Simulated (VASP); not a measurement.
Shape and ions are relaxed at each volume.

Energy against volume of La (dhcp). These are PBE GGA with D3 dispersion (zero damping), VASP's PBE PAW potentials (set 64) (plane waves; VASP) values and carry that method's errors.

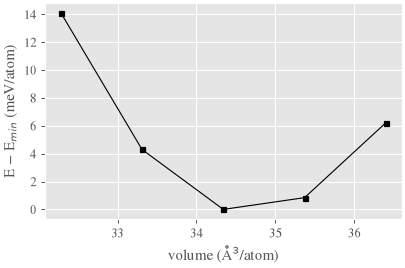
Energy against volume

Problem. Estimate the equilibrium volume and the bulk modulus.

Solution. The minimum lies near 34.7 Å³/atom, and the curvature gives B0 of about 26 GPa.

Measured: bulk modulus 27.9 GPa (computed value off by -8.1 %), as given by Wikipedia, Lanthanum (infobox). The calculation is for a static lattice, while the measured bulk modulus holds thermal and zero-point effects, which are part of the difference.

The compound is La in the dhcp structure. It was relaxed first, which changed the volume by -7 %.
